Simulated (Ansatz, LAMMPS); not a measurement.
**Which site? a vacancy of Ba in glassy 55SiO2-45BaO (mol %) (107 atoms)**

Aim: make a vacancy of Ba at several sites of glassy 55SiO2-45BaO (mol %) (107 atoms), relax each, and compare their energies.

Calculated with Ansatz 0.2.0; Kohn-Sham DFT, PBE, PAW (set soft_2), plane waves.

## 1. The structure

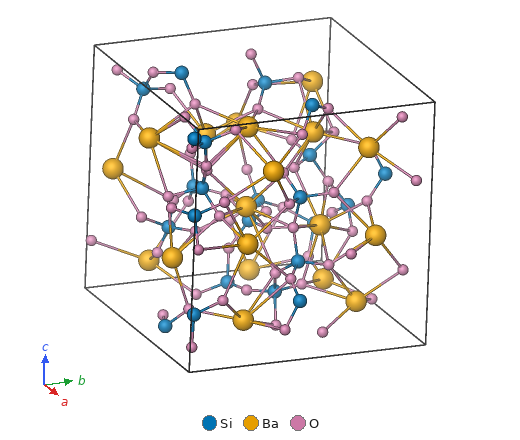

Start, viewed slightly off an axis; silicon blue, barium orange, oxygen pink. Some periodic images of atoms are drawn too.

The cell holds 107 atoms: 23 Si, 19 Ba and 65 O. Its edges and angles: a = 12.124 Å, b = 12.124 Å, c = 12.124 Å, α = 90.0°, β = 90.0°, γ = 90.0°. 107 atoms (23 Si, 19 Ba, 65 O) placed at random at 3.99 g/cm³, melted at 4000 K for 10 ps at fixed volume with the Morse and Coulomb pair potential with partial charges (Pedone, Malavasi, Menziani, Cormack and Segre, J. Phys. Chem. B 110, 11780 (2006)). Quenched from 4000 K to 300 K at 100 K/ps and fixed volume, held 10 ps at zero pressure, then minimised at fixed cell.

Limits known from the start: The quench rate of 100 K/ps is orders of magnitude faster than experiment, which tends to freeze in extra defects. The network of bonds at the start is that of the classical potential that made the cell, and needn't be the one that DFT or experiment would give. The Brillouin zone is sampled at Γ only, in a cell whose shortest periodic width is 12 Å. No spin–orbit coupling is included, so levels derived from the heavy atoms are approximate.

## 2. Single point at the start

A single point comes first, to see the forces before anything moves.

input.yaml reads:

```yaml
crystal:
  lattice:
    - [12.12446, 0.0, 0.0]
    - [0.0, 12.12446, 0.0]
    - [0.0, 0.0, 12.12446]
  atoms:
    - { symbol: Si, position: [0.6303, 0.96925, 0.57977] }
    - { symbol: Si, position: [0.73601, 0.56485, 0.30095] }
    - { symbol: Si, position: [0.268, 0.6091, 0.86902] }
    - { symbol: Si, position: [0.33079, 0.22458, 0.97548] }
    - { symbol: Si, position: [0.30468, 0.20609, 0.33406] }
    - { symbol: Si, position: [0.13502, 0.38366, 0.42254] }
    - { symbol: Si, position: [0.70764, 0.16244, 0.82845] }
    - { symbol: Si, position: [0.58645, 0.21308, 0.59149] }
    - { symbol: Si, position: [0.09956, 0.91777, 0.19597] }
    - { symbol: Si, position: [0.73392, 0.60068, 0.94037] }
    - { symbol: Si, position: [0.27665, 0.55909, 0.31214] }
    - { symbol: Si, position: [0.55082, 0.09567, 0.02388] }
    - { symbol: Si, position: [0.06507, 0.68982, 0.30626] }
    - { symbol: Si, position: [0.12547, 0.15797, 0.84558] }
    - { symbol: Si, position: [0.55647, 0.55259, 0.11651] }
    - { symbol: Si, position: [0.73756, 0.5634, 0.56618] }
    - { symbol: Si, position: [0.96903, 0.47322, 0.2298] }
    - { symbol: Si, position: [0.90355, 0.02818, 0.92543] }
    - { symbol: Si, position: [0.31834, 0.95758, 0.34382] }
    - { symbol: Si, position: [0.88951, 0.04808, 0.60167] }
    - { symbol: Si, position: [0.31393, 0.46094, 0.08094] }
    - { symbol: Si, position: [0.29773, 0.79821, 0.56069] }
    - { symbol: Si, position: [0.87999, 0.06567, 0.1888] }
    - { symbol: Ba, position: [0.03058, 0.68018, 0.0087] }
    - { symbol: Ba, position: [0.49934, 0.44387, 0.4584] }
    - { symbol: Ba, position: [0.7897, 0.82257, 0.75991] }
    - { symbol: Ba, position: [0.59172, 0.09639, 0.31938] }
    - { symbol: Ba, position: [0.37514, 0.83896, 0.07246] }
    - { symbol: Ba, position: [0.91206, 0.36604, 0.75599] }
    - { symbol: Ba, position: [0.87009, 0.28711, 0.45042] }
    - { symbol: Ba, position: [0.08132, 0.22961, 0.11606] }
    - { symbol: Ba, position: [0.13602, 0.87039, 0.7992] }
    - { symbol: Ba, position: [0.50209, 0.71508, 0.73585] }
    - { symbol: Ba, position: [0.02641, 0.6051, 0.61856] }
    - { symbol: Ba, position: [0.26837, 0.36399, 0.68663] }
    - { symbol: Ba, position: [0.71106, 0.82974, 0.0983] }
    - { symbol: Ba, position: [0.41718, 0.05844, 0.75609] }
    - { symbol: Ba, position: [0.14551, 0.03288, 0.53823] }
    - { symbol: Ba, position: [0.84573, 0.84016, 0.4154] }
    - { symbol: Ba, position: [0.5569, 0.41252, 0.81032] }
    - { symbol: Ba, position: [0.52709, 0.74805, 0.35841] }
    - { symbol: Ba, position: [0.75823, 0.33184, 0.09361] }
    - { symbol: O, position: [0.20072, 0.26945, 0.40096] }
    - { symbol: O, position: [0.26275, 0.18185, 0.21676] }
    - { symbol: O, position: [0.64001, 0.52472, 0.01006] }
    - { symbol: O, position: [0.18144, 0.09622, 0.74645] }
    - { symbol: O, position: [0.30868, 0.875, 0.44706] }
    - { symbol: O, position: [0.75144, 0.2713, 0.88156] }
    - { symbol: O, position: [0.79322, 0.53581, 0.84761] }
    - { symbol: O, position: [0.08616, 0.38618, 0.54055] }
    - { symbol: O, position: [0.10276, 0.28216, 0.82537] }
    - { symbol: O, position: [0.87758, 0.18736, 0.23203] }
    - { symbol: O, position: [0.14016, 0.8795, 0.07947] }
    - { symbol: O, position: [0.19786, 0.66712, 0.30738] }
    - { symbol: O, position: [0.40017, 0.58069, 0.31929] }
    - { symbol: O, position: [0.79446, 0.98511, 0.23912] }
    - { symbol: O, position: [0.9557, 0.95402, 0.66644] }
    - { symbol: O, position: [0.14601, 0.61246, 0.81866] }
    - { symbol: O, position: [0.04161, 0.80934, 0.25443] }
    - { symbol: O, position: [0.70209, 0.55462, 0.42977] }
    - { symbol: O, position: [0.35577, 0.54273, 0.79941] }
    - { symbol: O, position: [0.60074, 0.12208, 0.89913] }
    - { symbol: O, position: [0.74908, 0.68976, 0.27761] }
    - { symbol: O, position: [0.37606, 0.69694, 0.54812] }
    - { symbol: O, position: [0.01639, 0.09379, 0.8933] }
    - { symbol: O, position: [0.5311, 0.67822, 0.12433] }
    - { symbol: O, position: [0.00159, 0.668, 0.41277] }
    - { symbol: O, position: [0.66449, 0.70015, 0.89112] }
    - { symbol: O, position: [0.97026, 0.41362, 0.11793] }
    - { symbol: O, position: [0.62377, 0.89966, 0.47326] }
    - { symbol: O, position: [0.93481, 0.04862, 0.47649] }
    - { symbol: O, position: [0.31834, 0.08289, 0.39341] }
    - { symbol: O, position: [0.59565, 0.9156, 0.69094] }
    - { symbol: O, position: [0.92124, 0.89953, 0.923] }
    - { symbol: O, position: [0.00926, 0.01495, 0.19718] }
    - { symbol: O, position: [0.17111, 0.77593, 0.58167] }
    - { symbol: O, position: [0.37912, 0.26449, 0.85943] }
    - { symbol: O, position: [0.41296, 0.27114, 0.34623] }
    [... 23 atom lines left out ...]
    - { symbol: O, position: [0.02312, 0.59397, 0.22064] }
    - { symbol: O, position: [0.4785, 0.27975, 0.619] }
    - { symbol: O, position: [0.20394, 0.94447, 0.27466] }
    - { symbol: O, position: [0.62662, 0.53853, 0.63116] }
    - { symbol: O, position: [0.65568, 0.19598, 0.7084] }
    - { symbol: O, position: [0.42406, 0.14258, 0.0205] }
kpoints:
  mp_grid: { grid: [1, 1, 1] }
hamiltonian:
  xc: pbe
scf:
  occupations: { method: fixed }
output:
  forces: true
```

The run is started by

```sh
> ansatz run input.yaml --threads 4 --pin off --max-ram 8192MiB --backend cpu --events-out ev --progress --plain --runs-dir out
```

Numbers of over 12 decimals in the logs are rounded to 6 here.

Log:

```text
Engine: ansatz 0.2.0, aarch64-unknown-linux-gnu
Pseudopotentials: kind: paw
Pseudopotential: Si, paw, valence charge 4, recommended cutoff 420 eV (normal), Si.paw.azcp
Pseudopotential: Ba, paw, valence charge 10, recommended cutoff 420 eV (normal), Ba.paw.azcp
Pseudopotential: O, paw, valence charge 6, recommended cutoff 420 eV (normal), O.paw.azcp
[... 5 lines on functional and potentials left out ...]
Crystal: 107 atoms, lattice volume = 1782.326 Å³
Basis set: ecut = 420 eV, 34889 PW (Γ), exchange–correlation on 180×180×180 points (8 copies of the dense FFT grid, shifted against one another)
Bands: 443, of which v1, the nominal top of the filled ones, is band 336 counted from 1 (335 counted from 0)
Symmetry: 1 space group operations
Space group: P1 (ITA 1), of the structure as read, at distance tolerance 1.2e-4 Å
k-points: 1
[... 7 lines on functional and potentials left out ...]
Initial density: superposition of atomic densities (neutral atoms: chi_scale 0, normalization atom), corrected by the library's trained network
Initial wavefunctions: pseudopotential atomic-orbital guess
Functional: x = pbe(κ = 0.804, μ = 0.219515), c = pbe(β = 0.066725)
SCF iter   1: F=—  HF=-164687.500462 eV  |F-HF|=—  |Δ(HF+E_count)|=         —  Δρ=1.82e-3  dr2=7.55e-2  ethr=1.77e-3  ⟨swp⟩=7.0  Hψ=1537  notcnv=0  defer=104
preconditioner: auto → Resta (q_TF=auto, 2.319 Å⁻¹)  ε∞=3.4  [insulator: Δε(μ)=2.754 eV  Ē_g=14.338 eV  n_scr=388 (ndim 8)  ℏωp=22.1 eV  f_vac=0.092  ε∞_Penn≈3.4]
SCF iter   2: F=—  HF=-164687.510801 eV  |F-HF|=—  |Δ(HF+E_count)|=   1.03e-2  Δρ=9.59e-4  dr2=1.81e-2  ethr=1.12e-5  ⟨swp⟩=4.0  Hψ=744  notcnv=0  defer=105
SCF iter   3: F=—  HF=-164687.517102 eV  |F-HF|=—  |Δ(HF+E_count)|=   6.30e-3  Δρ=4.68e-4  dr2=5.41e-3  ethr=2.69e-6  ⟨swp⟩=3.0  Hψ=632  notcnv=0  defer=102
automatic band count: iteration 3 solves 440 bands in place of 443: the levels show a gap, and the empty bands left out lie too high to hold charge; the band table lists the bands solved (type scf.n_extra_bands for more)
SCF iter   4: F=—  HF=-164687.518067 eV  |F-HF|=—  |Δ(HF+E_count)|=   9.66e-4  Δρ=1.32e-4  dr2=4.03e-4  ethr=8.05e-7  ⟨swp⟩=3.0  Hψ=632  notcnv=0  defer=102
SCF iter   5: F=—  HF=-164687.518319 eV  |F-HF|=—  |Δ(HF+E_count)|=   2.52e-4  Δρ=8.53e-5  dr2=1.17e-4  ethr=6.00e-8  ⟨swp⟩=2.0  Hψ=643  notcnv=0  defer=102
SCF iter   6: F=—  HF=-164687.518337 eV  |F-HF|=—  |Δ(HF+E_count)|=   1.79e-5  Δρ=2.45e-5  dr2=1.01e-5  ethr=1.75e-8  ⟨swp⟩=2.0  Hψ=652  notcnv=0  defer=102
SCF iter   7: F=—  HF=-164687.521721 eV  |F-HF|=—  |Δ(HF+E_count)|=   3.38e-3  Δρ=1.05e-5  dr2=1.86e-6  ethr=1.51e-9  ⟨swp⟩=3.0  Hψ=757  notcnv=0  defer=102
SCF iter   8: F=—  HF=-164687.521723 eV  |F-HF|=—  |Δ(HF+E_count)|=   1.65e-6  Δρ=6.71e-6  dr2=6.97e-7  ethr=2.76e-10  ⟨swp⟩=2.0  Hψ=657  notcnv=0  defer=102
SCF iter   9: F=-164687.521723 eV  HF=-164687.521723 eV  |F-HF|=2.85e-8  |Δ(HF+E_count)|=   1.13e-7  Δρ=1.48e-6  dr2=3.94e-8  ethr=1.49e-11  ⟨swp⟩=3.0  Hψ=1741  notcnv=0
SCF 1 converged in 9 iterations: F = -164687.521723 eV  dr2 = 3.94e-8
  greatest PAW one-centre occupation: 0.955 electrons in one spin orbital (limit 2), on the Ba atom at site 25 (counted from 0), in its partial waves of l = 0
SCF converged after 9 iterations
Free energy (F): -164687.521723 eV
Harris-Foulkes:  -164687.521723 eV  (|F-HF|=2.85e-8)
Internal energy: -164687.521723 eV  (E = F + TS)
E sigma→0 (E₀):  -164687.521723 eV
Fermi energy:    5.958894 eV
--- Per-component energies (eV) ---
  E_band       = -2082.479696
  E_kinetic    = 15842.023638
  E_local      = -37782.834017  (includes V_loc(G=0)·N_el)
  E_nonlocal   = 4774.598693
  E_hartree    = 14041.930264
  E_xc         = -9348.655295
  E_vxc        = -9888.139737  (∫ρ·V_xc dr)
  E_paw        = -121406.630765  (= ΣΔE_a)
  E_vpaw       = -3112.154051  (= ΣTr[D̂ρ^β])
  E_aug_tail   = 0.164758  (compensation charges beyond the density's cutoff)
  E_ewald      = -30808.118999
  E_smearing   = -0.000000  (= −TS)
  E_closure    = 0.000000  (closes the sum)
  Σ components = -164687.521723   (vs F -164687.521723, Δ=0.00e0)
--- Forces (eV/Å), atoms counted from 1 ---
  atom   1  Si     1.36201084     1.50307360     0.47038988
  atom   2  Si     0.07314811     0.09712910    -0.22607253
  atom   3  Si     0.13677295    -0.34165112     0.57131085
  atom   4  Si     0.59859476     0.43511969    -1.44058730
  atom   5  Si    -0.92167666     0.06566986    -0.29741213
  atom   6  Si     1.06671103     0.25886579    -2.05163547
  atom   7  Si    -0.43625971    -0.73313523     0.31853051
  atom   8  Si     0.65271263    -1.34176224     0.93632891
  atom   9  Si     0.44852878    -0.46103215     0.24124732
  atom  10  Si    -0.35307817     0.53492455     0.62431956
  atom  11  Si    -2.07163862    -0.62574508    -1.08310018
  atom  12  Si     0.21484736     1.36473507    -0.96542504
  atom  13  Si     1.58378610    -0.82529910    -0.35981197
  atom  14  Si    -0.01006348    -0.16354029     0.61299383
[...]
atom 106  O      0.24806466     0.14753002     0.31700997
  atom 107  O     -0.63573953    -0.85450812     0.69540130
  max |Σ_I F_I| component: 5.41e-5 eV/Å
```

The job ended after 18 s (4 threads of Arm Neoverse V2, shared host; peak memory 2.3 GiB; 69 s of CPU time).

The r.m.s. force at the start is 1.2 eV/Å.

## 3. Relaxation

With the cell held, the atoms are moved downhill towards a nearby minimum.

input.yaml reads:

```yaml
crystal:
  lattice:
    - [12.12446, 0.0, 0.0]
    - [0.0, 12.12446, 0.0]
    - [0.0, 0.0, 12.12446]
  atoms:
    [... the 107 atom lines of step 2 ...]
kpoints:
  mp_grid: { grid: [1, 1, 1] }
hamiltonian:
  xc: pbe
scf:
  occupations: { method: fixed }
output:
  forces: true
relax:
  f_tol: 0.05
  max_steps: 120
```

Log:

```text
[...]
Crystal: 107 atoms, lattice volume = 1782.326 Å³
Basis set: ecut = 420 eV, 34889 PW (Γ), exchange–correlation on 180×180×180 points (8 copies of the dense FFT grid, shifted against one another)
Bands: 443, of which v1, the nominal top of the filled ones, is band 336 counted from 1 (335 counted from 0)
Symmetry: 1 space group operations
[...]
k-points: 1
[...]
SCF iter   1: F=—  HF=-164687.500459 eV  |F-HF|=—  |Δ(HF+E_count)|=         —  Δρ=1.82e-3  dr2=7.55e-2  ethr=1.77e-3  ⟨swp⟩=7.0  Hψ=1537  notcnv=0  defer=104
[...]
SCF iter   6: F=-164687.521719 eV  HF=-164687.521715 eV  |F-HF|=4.07e-6  |Δ(HF+E_count)|=   2.77e-5  Δρ=2.46e-5  dr2=1.02e-5  ethr=9.30e-9  ⟨swp⟩=3.0  Hψ=1451  notcnv=0
SCF 1 converged in 6 iterations: F = -164687.521719 eV  dr2 = 1.02e-5
[...]
relax step   1: F+E_penalty+E_count = -164687.52171875 eV  Δ(F+E_penalty+E_count) = +0.000e0 eV  max|allowed force component| = 3.418e0 eV/Å  Δτ_max = 0.0000 Å  (6 SCF iters, dr2 threshold 6.25e-5 eV, accepted)
[... from here on, the SCF cycles and remarks between the steps are left out ...]
relax step   2: F+E_penalty+E_count = -164692.05008101 eV  Δ(F+E_penalty+E_count) = -4.528e0 eV  max|allowed force component| = 1.599e0 eV/Å  Δτ_max = 0.1961 Å  (7 SCF iters, dr2 threshold 1.00e-4 eV, accepted)
relax step   3: F+E_penalty+E_count = -164693.85403658 eV  Δ(F+E_penalty+E_count) = -1.804e0 eV  max|allowed force component| = 1.139e0 eV/Å  Δτ_max = 0.1937 Å  (8 SCF iters, dr2 threshold 1.00e-4 eV, accepted)
relax step   4: F+E_penalty+E_count = -164694.55186324 eV  Δ(F+E_penalty+E_count) = -6.978e-1 eV  max|allowed force component| = 5.147e-1 eV/Å  Δτ_max = 0.2000 Å  (6 SCF iters, dr2 threshold 1.00e-4 eV, accepted)
relax step   5: F+E_penalty+E_count = -164694.72825365 eV  Δ(F+E_penalty+E_count) = -1.764e-1 eV  max|allowed force component| = 1.149e0 eV/Å  Δτ_max = 0.2000 Å  (7 SCF iters, dr2 threshold 5.41e-5 eV, accepted)
relax step   6: F+E_penalty+E_count = -164694.96823255 eV  Δ(F+E_penalty+E_count) = -2.400e-1 eV  max|allowed force component| = 2.041e-1 eV/Å  Δτ_max = 0.2000 Å  (6 SCF iters, dr2 threshold 1.00e-4 eV, accepted)
relax step   7: F+E_penalty+E_count = -164695.08672467 eV  Δ(F+E_penalty+E_count) = -1.185e-1 eV  max|allowed force component| = 1.863e-1 eV/Å  Δτ_max = 0.2000 Å  (9 SCF iters, dr2 threshold 2.60e-6 eV, accepted)
relax step   8: F+E_penalty+E_count = -164695.08335231 eV  Δ(F+E_penalty+E_count) = +3.372e-3 eV  max|allowed force component| = 5.896e-1 eV/Å  Δτ_max = 0.1950 Å  (10 SCF iters, rejected (line search))
relax step   9: F+E_penalty+E_count = -164695.12984050 eV  Δ(F+E_penalty+E_count) = -4.312e-2 eV  max|allowed force component| = 4.701e-2 eV/Å  Δτ_max = 0.0975 Å  (9 SCF iters, accepted)
relax step  10: F+E_penalty+E_count = -164695.13432209 eV  Δ(F+E_penalty+E_count) = -4.482e-3 eV  max|allowed force component| = 7.833e-2 eV/Å  Δτ_max = 0.0590 Å  (9 SCF iters, accepted)
relax step  11: F+E_penalty+E_count = -164695.12489762 eV  Δ(F+E_penalty+E_count) = +9.424e-3 eV  max|allowed force component| = 1.083e-1 eV/Å  Δτ_max = 0.0966 Å  (9 SCF iters, rejected (line search))
relax step  12: F+E_penalty+E_count = -164695.14003463 eV  Δ(F+E_penalty+E_count) = -5.713e-3 eV  max|allowed force component| = 4.844e-2 eV/Å  Δτ_max = 0.0410 Å  (9 SCF iters, accepted)
SCF converged after 9 iterations
Free energy (F): -164695.140035 eV
[...]
Internal energy: -164695.140035 eV  (E = F + TS)
E sigma→0 (E₀):  -164695.140035 eV
Fermi energy:    5.442831 eV
[...]
Σ components = -164695.140035   (vs F -164695.140035, Δ=0.00e0)
--- Forces (eV/Å), atoms counted from 1 ---
  atom   1  Si     0.00917810     0.00508890     0.02458234
  atom   2  Si     0.00543138     0.00927876     0.01859857
  atom   3  Si     0.00022104     0.04474095     0.03221300
  atom   4  Si     0.01138627    -0.01730111    -0.00341311
[...]
atom 107  O     -0.00014893     0.00566740    -0.00007136
  max |Σ_I F_I| component: 9.58e-5 eV/Å
--- Relaxed structure (12 steps of the walk, 10 accepted, 0 SCFs on fresh bases) ---
  F+E_penalty+E_count = -164695.14003463 eV   max|allowed force component| = 4.844e-2 eV/Å
  atoms:
    - { symbol: Si, position: [0.632635, 0.967242, 0.575707] }
    - { symbol: Si, position: [0.743794, 0.569456, 0.305603] }
    - { symbol: Si, position: [0.280005, 0.619079, 0.869491] }
    - { symbol: Si, position: [0.333671, 0.235763, 0.961625] }
[...]
- { symbol: O, position: [0.412662, 0.141616, 0.017837] }
```

Elapsed: 3 min, on 4 threads; peak memory 2.3 GiB; 12 min of CPU time.

The relaxation converged after 12 steps, 7.62 eV below its start, with a largest force component of 0.048 eV/Å.

## 4. Single point at the relaxed geometry

One more single point at the end of the walk gives the fuller output and checks the residual forces.

input.yaml reads:

```yaml
crystal:
  lattice:
    - [12.12446, 0.0, 0.0]
    - [0.0, 12.12446, 0.0]
    - [0.0, 0.0, 12.12446]
  atoms:
    - { symbol: Si, position: [0.63264, 0.96724, 0.57571] }
    - { symbol: Si, position: [0.74379, 0.56946, 0.3056] }
    - { symbol: Si, position: [0.28, 0.61908, 0.86949] }
    - { symbol: Si, position: [0.33367, 0.23576, 0.96162] }
    - { symbol: Si, position: [0.29972, 0.20593, 0.34192] }
    - { symbol: Si, position: [0.13727, 0.38355, 0.43292] }
    [... 95 atom lines left out ...]
    - { symbol: O, position: [0.0305, 0.58559, 0.23364] }
    - { symbol: O, position: [0.48797, 0.28966, 0.62404] }
    - { symbol: O, position: [0.21139, 0.93972, 0.2308] }
    - { symbol: O, position: [0.61697, 0.54346, 0.62799] }
    - { symbol: O, position: [0.66265, 0.20013, 0.71441] }
    - { symbol: O, position: [0.41266, 0.14162, 0.01784] }
kpoints:
  mp_grid: { grid: [1, 1, 1] }
hamiltonian:
  xc: pbe
scf:
  occupations: { method: fixed }
output:
  forces: true
  stress: true
  populations: true
  dos:
    method: { smearing: { sigma: 0.08 } }
    de: 0.1
    projected: { site_lists: { Ba: [Ba], O: [O], Si: [Si] } }
  eigenvalues: true
  write_density: true
  write_potential: true
  volumetric_format: npy
```

Log:

```text
[...]
Crystal: 107 atoms, lattice volume = 1782.326 Å³
Basis set: ecut = 420 eV, 34889 PW (Γ), exchange–correlation on 180×180×180 points (8 copies of the dense FFT grid, shifted against one another)
Bands: 443, of which v1, the nominal top of the filled ones, is band 336 counted from 1 (335 counted from 0)
Symmetry: 1 space group operations
[...]
k-points: 1
[...]
SCF iter   1: F=—  HF=-164695.117101 eV  |F-HF|=—  |Δ(HF+E_count)|=         —  Δρ=1.67e-3  dr2=5.17e-2  ethr=1.77e-3  ⟨swp⟩=5.0  Hψ=1701  notcnv=0  defer=105
[...]
SCF iter   9: F=-164695.140036 eV  HF=-164695.140036 eV  |F-HF|=3.28e-8  |Δ(HF+E_count)|=   8.09e-8  Δρ=1.32e-6  dr2=3.43e-8  ethr=1.49e-11  ⟨swp⟩=20.0  Hψ=4478  notcnv=0
SCF 1 converged in 9 iterations: F = -164695.140036 eV  dr2 = 3.43e-8
[...]
SCF converged after 9 iterations
Free energy (F): -164695.140036 eV
[...]
Internal energy: -164695.140036 eV  (E = F + TS)
E sigma→0 (E₀):  -164695.140036 eV
Fermi energy:    5.442839 eV
[...]
--- Forces (eV/Å), atoms counted from 1 ---
  atom   1  Si     0.00737489     0.00453977     0.02379740
  atom   2  Si     0.00735177     0.00824582     0.01994671
  atom   3  Si     0.00451229     0.04475456     0.03202430
  atom   4  Si     0.01160714    -0.01507005    -0.00164699
  atom   5  Si    -0.00583735    -0.01059407    -0.00556974
  atom   6  Si    -0.00162668    -0.00062156    -0.01483042
  atom   7  Si    -0.01332712     0.02689685     0.00909795
  atom   8  Si     0.01267381     0.01874512     0.01251914
  atom   9  Si     0.01192629    -0.01400940    -0.01558482
  atom  10  Si    -0.00770297    -0.00577566    -0.01320976
  atom  11  Si     0.00159518     0.00250340     0.00022482
  atom  12  Si    -0.00742749     0.02399980    -0.00251786
  atom  13  Si     0.00726157    -0.00796880    -0.00593835
  atom  14  Si     0.04835435    -0.01841519    -0.00423711
[...]
atom 106  O      0.00079709    -0.00861393    -0.00893605
  atom 107  O      0.00105300     0.00479285    -0.00006381
  max |Σ_I F_I| component: 9.83e-5 eV/Å
--- Stress (GPa, compression-positive) ---
       -0.410692       0.979396      -0.005302
        0.979396      -0.384607      -0.355751
       -0.005302      -0.355751       1.016570
  P = ⅓ Tr σ = 0.0738 GPa (0.738 kbar)
--- Band table (eV) ---
[...]
--- Löwdin populations: 107 sites ---
  site symbol       q [e]
     0     Si      2.4414
     1     Si      2.3851
     2     Si      2.4870
[...]
106      O      6.8069
  spilling = 0.014787 (of n_electrons = 672.000000)
```

The job ended after 31 s (4 threads; peak memory 2.5 GiB).

Read from the output:

| Quantity | Value |
| --- | --- |
| free energy | -164695.1400 eV |
| free energy per atom | -1539.2069 eV/atom |
| SCF cycles | 9 |
| pressure | 0.07376 GPa |
| r.m.s. force component | 0.01235 eV/Å |
| longest force | 0.06281 eV/Å |
| Fermi energy | 5.443 eV |
| gap (highest filled to lowest empty level) | 3.52 eV |
| spilling of the projection | 0.01479 |

(Continued in part 2 of 3.)

[Logs are printed without paths, hosts, clocks, repeated set-up lines and the standing remarks that a program may print on its own settings, such as how far it seeks lower states.]

[Hosts, paths, dates, database ids (printed as entryN), source tags and the programs' standing remarks are cut or masked in the printed files.]
